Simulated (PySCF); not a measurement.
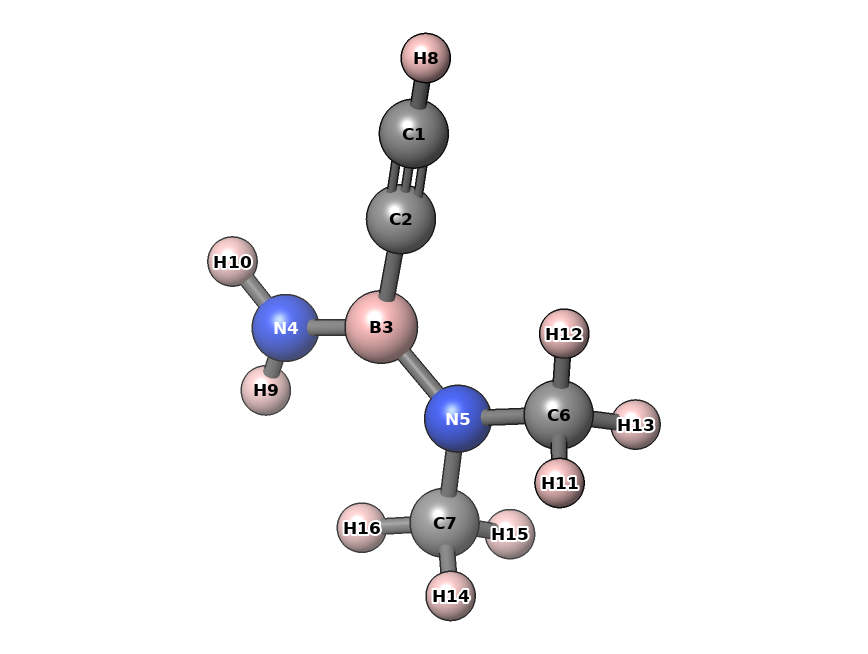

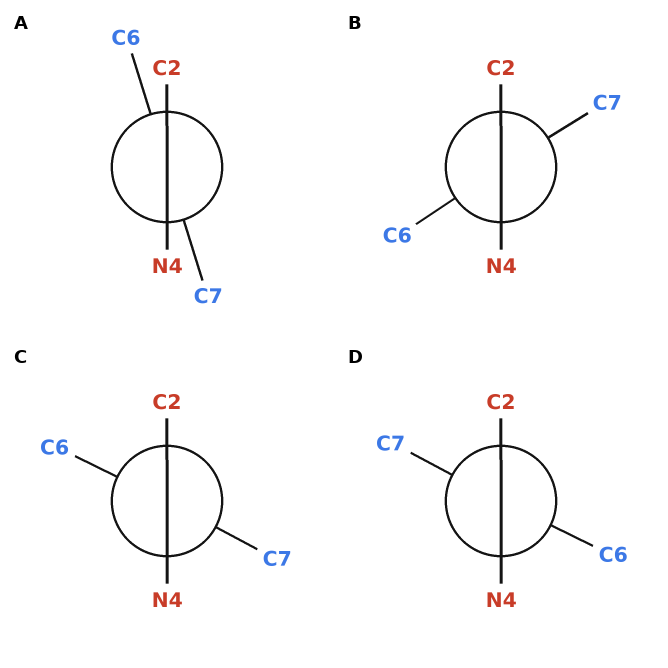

Atoms fade into the background with distance from the viewer. Bonds that would overlap in a projection are set slightly apart. Computed geometry: PBE0-D3(BJ)/def2-SVP optimisation. No frequency run is at hand to confirm it as a minimum.

Which Newman projection shows the view along B3–N5, with B3 in front?

Answer. A. The torsion angle N4–B3–N5–C6 is 176°, antiperiplanar (anti).
